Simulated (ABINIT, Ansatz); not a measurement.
# Quasiparticle gap of SnSe2 (P-3m1) in ABINIT

Wanted: ground state, empty states, screening and self-energy for SnSe2 (P-3m1).

Program: ABINIT 10.8.3. Level of theory: PBE and many-body steps on it, plane waves. Results are calculated unless marked as measured.

**What was measured.**

- Gap 1.21 ± 0.04 eV: quasiparticle gap from STS band edges on large flat area; scanning tunneling spectroscopy, log dI/dV edge fit; 77.6 K; bulk crystal (n-type SnSe2 region of partially converted crystal) (“Lateral heterostructures formed by thermally converting n-type SnSe2 to p-type SnSe”, 2018, arxiv:1804.01202).

- Gap 1 eV: indirect gap from optical absorption (approximate); optical absorption; bulk crystal (quoted in “Lateral heterostructures formed by thermally converting n-type SnSe2 to p-type SnSe”, 2018, arxiv:1804.01202).

- Gap 1.207 eV: direct band-edge excitonic transition; piezoreflectance; 300 K; bulk crystal (CVT-grown single crystal) (“Temperature Dependent Excitonic Transition Energy and Enhanced Electron-Phonon Coupling in Layered Ternary SnS2-xSex Semiconductors with Fully Tunable Stoichiometry”, 2021, pmc:8069899).

## (1) The starting structure

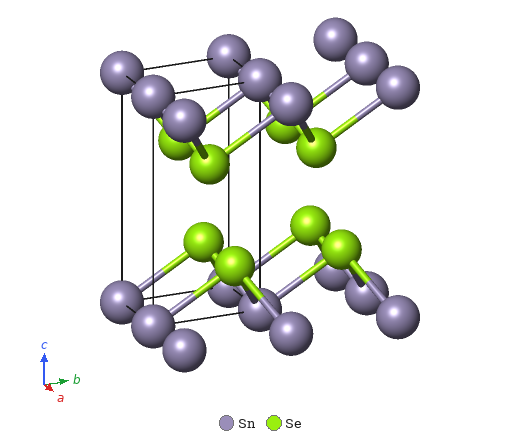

The cell as given, slightly off an axis (tin purple, selenium green). 2×2×1 cells are drawn. Bonds to atoms that aren't drawn are left out. Some periodic images of atoms are drawn too.

The cell and positions come from the Crystallography Open Database and are kept as given unless a step says otherwise.

## (2) Ground state

This step: ABINIT 10.8.3; DFT, PBE, plane waves, norm-conserving pseudopotentials.

The ground-state density comes first.

Input file run.abi:

```
acell 3*1.0 Angstrom
rprim 
  3.810999999987 0.000000000003 0.000000000000
  -1.905499999996 3.300422813810 0.000000000000
  0.000000000000 0.000000000000 6.136000000000
ntypat 2
znucl 50 34
natom 3
typat 1 2 2
xred 
  0.000000000000 0.000000000000 0.000000000000
  0.333333333333 0.666666666667 0.249000000000
  0.666666666667 0.333333333333 0.751000000000
pp_dirpath "pseudos"
pseudos "Sn.upf, Se.upf"
ecut 48
ngkpt 6 6 4
nshiftk 1
shiftk 0 0 0
kptopt 1
chksymbreak 0
nband 40
occopt 1
tolvrs 1e-10
nstep 60
prtwf 0
optforces 0
optstress 0
indata_prefix "in"
outdata_prefix "out"
tmpdata_prefix "tmp"
```

Launch:

```sh
$ OMP_NUM_THREADS=1 mpirun -n 8 abinit run.abi > log
```

Numbers of over 12 decimals in the logs are rounded to 6 here.

What it wrote:

```text
.Version 10.8.3 of ABINIT. v10.8.2 released Aug 2026.

 Symmetries : space group P-3 m 1 (#164); Bravais hP (primitive hexag.)
================================================================================
 Values of the parameters that define the memory need of the present run
     intxc =       0    ionmov =       0      iscf =       7    lmnmax =       6
     lnmax =       6     mgfft =      75  mpssoang =       3    mqgrid =    3617
     natom =       3  nloc_mem =       1    nspden =       1   nspinor =       1
    nsppol =       1      nsym =      12    n1xccc =    2501    ntypat =       2
    occopt =       1   xclevel =       2
-    mband =          40        mffmem =           1         mkmem =           3
       mpw =        8310          nfft =      172800          nkpt =          24
================================================================================
  Rough estimation (10% accuracy) of disk space for files :
================================================================================

--------------------------------------------------------------------------------
------------- Echo of variables that govern the present computation ------------
--------------------------------------------------------------------------------
 -outvars: echo values of preprocessed input variables --------
            acell      1.8897261259E+00  1.8897261259E+00  1.8897261259E+00 Bohr

      chksymbreak           0
             ecut      4.80000000E+01 Hartree
-          fftalg         312

              ixc     -101130
              kpt      0.00000000E+00  0.00000000E+00  0.00000000E+00
                       1.66666667E-01  0.00000000E+00  0.00000000E+00
                       3.33333333E-01  0.00000000E+00  0.00000000E+00
                       5.00000000E-01  0.00000000E+00  0.00000000E+00
                       1.66666667E-01  1.66666667E-01  0.00000000E+00
                       3.33333333E-01  1.66666667E-01  0.00000000E+00
                       3.33333333E-01  3.33333333E-01  0.00000000E+00
                       0.00000000E+00  0.00000000E+00  2.50000000E-01
                       1.66666667E-01  0.00000000E+00  2.50000000E-01
   [... 13 further rows ...]
                       3.33333333E-01  1.66666667E-01  5.00000000E-01
                       3.33333333E-01  3.33333333E-01  5.00000000E-01
         kptrlatt        6    0    0      0    6    0      0    0    4
          kptrlen      4.32104776E+01
P           mkmem           3
            natom           3
            nband          40
            ngfft          48      48      75
             nkpt          24
            nstep          60
             nsym          12
           ntypat           2
              occ      2.000000  2.000000  2.000000  2.000000  2.000000  2.000000
                       2.000000  2.000000  2.000000  2.000000  2.000000  2.000000
                       2.000000  2.000000  2.000000  2.000000  2.000000  2.000000
                       2.000000  2.000000  2.000000  2.000000  2.000000  2.000000
                       2.000000  2.000000  2.000000  2.000000  2.000000  2.000000
                       2.000000  2.000000  2.000000  2.000000  2.000000  0.000000
                       0.000000  0.000000  0.000000  0.000000
        optforces           0
        optstress           0
            prtwf           0
            rprim      3.8110000000E+00  3.0000000000E-12  0.0000000000E+00
[...]
spgroup         164

           tolvrs      1.00000000E-10

             xred      0.0000000000E+00  0.0000000000E+00  0.0000000000E+00
[...]
znucl       50.00000   34.00000

================================================================================

 chkinp: Checking input parameters for consistency.

================================================================================
== DATASET  1 ==================================================================
-   mpi_nproc: 8, omp_nthreads: 1 (-1 if OMP is not activated)

--- !DatasetInfo
iteration_state: {dtset: 1, }
dimensions: {natom: 3, nkpt: 24, mband: 40, nsppol: 1, nspinor: 1, nspden: 1, mpw: 8310, }
cutoff_energies: {ecut:  48.0, pawecutdg:  -1.0, }
electrons: {nelect:   7.00000000E+01, charge:   0.00000000E+00, occopt:   1.00000000E+00, tsmear:   1.00000000E-02, }

 Real(R)+Recip(G) space primitive vectors, cartesian coordinates (Bohr,Bohr^-1):
 R(1)=  7.2017463  0.0000000  0.0000000  G(1)=  0.1388552  0.0801681  0.0000000
 R(2)= -3.6008731  6.2368952  0.0000000  G(2)=  0.0000000  0.1603362  0.0000000
 R(3)=  0.0000000  0.0000000 11.5953595  G(3)=  0.0000000  0.0000000  0.0862414
 Unit cell volume ucvol=  5.2082339E+02 bohr^3
 Angles (23,13,12)=  9.00000000E+01  9.00000000E+01  1.20000000E+02 degrees

 getcut: wavevector=  0.0000  0.0000  0.0000  ngfft=  48  48  75
         ecut(hartree)=     48.000   => boxcut(ratio)=   2.04626

--- Pseudopotential description ------------------------------------------------
- Sn Generated using ONCVPSP code by D. R. Hamann
- 50.00000  22.00000  171031                  znucl, zion, pspdat
12 -101130 2 -1 1628                          pspcod,pspxc,lmax,lloc,mmax
     nproj     2     2     2
  pspatm : epsatm=   27.31087254
         --- l  ekb(1:nproj) -->
[...]
pspatm: atomic psp has been read  and splines computed

- Se Generated using ONCVPSP code by D. R. Hamann
- 34.00000  24.00000  171031                  znucl, zion, pspdat
12 -101130 2 -1 1214                          pspcod,pspxc,lmax,lloc,mmax
     nproj     2     2     2
  pspatm : epsatm=   25.39064422
         --- l  ekb(1:nproj) -->
[...]
pspatm: atomic psp has been read  and splines computed

   5.46645127E+03                                ecore*ucvol(ha*bohr**3)
--------------------------------------------------------------------------------

_setup2: Arith. and geom. avg. npw (full set) are    8271.965    8271.953

================================================================================

--- !BeginCycle
iteration_state: {dtset: 1, }
solver: {iscf: 7, nstep: 60, nline: 4, wfoptalg: 0, }
tolerances: {tolvrs: 1.00E-10, }

     iter   Etot(hartree)      deltaE(h)  residm     vres2
 ETOT  1  -894.16323327138    -8.942E+02 1.191E+00 2.258E+02
 ETOT  2  -898.11411757450    -3.951E+00 2.113E-02 1.369E+02
 ETOT  3  -898.12522907450    -1.111E-02 1.248E-02 3.899E+01
 ETOT  4  -898.12694945592    -1.720E-03 2.601E-02 1.056E+01
 ETOT  5  -898.12801655194    -1.067E-03 7.958E-04 6.610E-01
 ETOT  6  -898.12806439652    -4.784E-05 5.887E-05 1.458E-02
 ETOT  7  -898.12806559767    -1.201E-06 1.000E-04 4.229E-04
 ETOT  8  -898.12806563533    -3.766E-08 3.236E-05 7.305E-05
 ETOT  9  -898.12806564093    -5.603E-09 6.002E-05 1.368E-06
 ETOT 10  -898.12806564113    -1.905E-10 1.932E-05 4.205E-08
 ETOT 11  -898.12806564108     4.457E-11 3.580E-05 3.842E-09
 ETOT 12  -898.12806564104     4.184E-11 1.121E-05 7.379E-10
 ETOT 13  -898.12806564102     1.683E-11 2.092E-05 3.838E-11

 At SCF step   13       vres2   =  3.84E-11 < tolvrs=  1.00E-10 =>converged.

--- !ResultsGS
iteration_state: {dtset: 1, }
comment   : Summary of ground state results
lattice_vectors:
- [  7.2017463,   0.0000000,   0.0000000, ]
- [ -3.6008731,   6.2368952,   0.0000000, ]
- [  0.0000000,   0.0000000,  11.5953595, ]
lattice_lengths: [   7.20175,    7.20175,   11.59536, ]
lattice_angles: [ 90.000,  90.000, 120.000, ] # degrees, (23, 13, 12)
lattice_volume:   5.2082339E+02
convergence: {deltae:  1.683E-11, res2:  3.838E-11, residm:  2.092E-05, diffor:  0.000E+00, }
etotal    :  -8.98128066E+02
entropy   :   0.00000000E+00
fermie    :   2.07145501E-01
cartesian_stress_tensor: null
pressure_GPa: null
xred      :
- [  0.0000E+00,   0.0000E+00,   0.0000E+00, Sn]
- [  3.3333E-01,   6.6667E-01,   2.4900E-01, Se]
- [  6.6667E-01,   3.3333E-01,   7.5100E-01, Se]
cartesian_forces: null
force_length_stats: {min: null, max: null, mean: null, }

 Integrated electronic density in atomic spheres:
 ------------------------------------------------
 Atom  Sphere_radius  Integrated_density
[...]
2        2.00000         21.25035250
    3        2.00000         21.25035250
================================================================================

 ----iterations are completed or convergence reached----

 Mean square residual over all n,k,spin=   23.942E-09; max=  20.922E-06
 reduced coordinates (array xred) for    3 atoms
       0.000000000000      0.000000000000      0.000000000000
       0.333333333333      0.666666666667      0.249000000000
       0.666666666667      0.333333333333      0.751000000000
 rms dE/dt=  0.0000E+00; max dE/dt=  0.0000E+00; dE/dt below (all hartree)
    1       0.000000000000      0.000000000000      0.000000000000
    2       0.000000000000      0.000000000000      0.000000000000
    3       0.000000000000      0.000000000000      0.000000000000

 cartesian coordinates (angstrom) at end:
    1      0.000000     0.000000     0.000000
    2     -1.67e-12     2.200282     1.527864
    3      1.905500     1.100141     4.608136
 length scales=  1.889726125908  1.889726125908  1.889726125908 bohr
              =  1.000000000000  1.000000000000  1.000000000000 angstroms
 prteigrs : about to open file out_EIG
 Fermi (or HOMO) energy (hartree) =   0.20715   Average Vxc (hartree)=  -0.36803
 Eigenvalues (hartree) for nkpt=  24  k points:
 kpt#   1, nband= 40, wtk=  0.00694, kpt=  0.0000  0.0000  0.0000 (reduced coord)
  -7.40558   -7.40558   -5.18192   -5.18192   -5.18192   -5.18192   -5.18019   -5.18018
  -4.54362   -2.91858   -2.91858   -2.91848   -1.51382   -1.51382   -1.51381   -1.51381
  -1.51224   -1.51224   -1.51222   -1.51222   -1.51167   -1.51167   -0.57512   -0.57512
  -0.57379   -0.57323   -0.57323   -0.30713   -0.24185   -0.01565    0.18187    0.18187
   0.19291    0.19291    0.20715    0.24756    0.31615    0.37814    0.37814    0.50655
 prteigrs : prtvol=0 or 1, do not print more k-points.

--- !EnergyTerms
iteration_state     : {dtset: 1, }
comment             : Components of total free energy in Hartree
kinetic             :  3.69681859441627E+02
hartree             :  3.69199353145286E+02
xc                  : -8.47663690546012E+01
Ewald energy        : -3.93006523174324E+02
psp_core            :  1.04957867612685E+01
local_psp           : -9.90501329259943E+02
non_local_psp       : -1.79230843500336E+02
total_energy        : -8.98128065641022E+02
total_energy_eV     : -2.44393096925136E+04
band_energy         : -1.54133039098926E+02

== END DATASET(S) ==============================================================
================================================================================

 -outvars: echo values of variables after computation  --------
           etotal     -8.9812806564E+02
            nband          40
             nkpt          24
          spgroup         164
 [... the other variables as echoed above ...]

 Calculation completed.
```

The job ended after 94 s (8 MPI ranks of Intel Xeon Platinum 8259CL at 2.50GHz (Skylake/Cascade Lake), shared host; peak memory 1.1 GiB).

This step gave:

- total energy: -24439.3097 eV
- gap: 0.8191 eV
- k of the valence top: 0, 0, 0
- k of the conduction bottom: 0.5, 0, 0.25
- least direct gap: 1.100 eV

The gap is indirect, with the least direct gap 0.28 eV higher.

(Continued in part 2 of 3.)

[Paths, hosts, dates, memory and timing lines, banners, echoed tables and standing remarks are left out of the program output.]

[Logs are printed without paths, hosts, clocks, repeated set-up lines and the standing remarks that a program may print on its own settings, such as how far it seeks lower states.]

[Runs of the session that timed out or met a known fault of the program may be left out.]

[Hosts, paths, dates, database ids (printed as entryN), source tags and the programs' standing remarks are cut or masked in the printed files.]

[G0W0 gaps are taken among the corrected bands and points alone; a level outside them can change the order at an edge.]

[Where Ansatz stands beside ABINIT at settings called matched, ABINIT's density can come from a denser mesh and the files from another edition; pairs whose starting gaps differed by over 0.03 eV were left out, so agreement reads better than it is.]
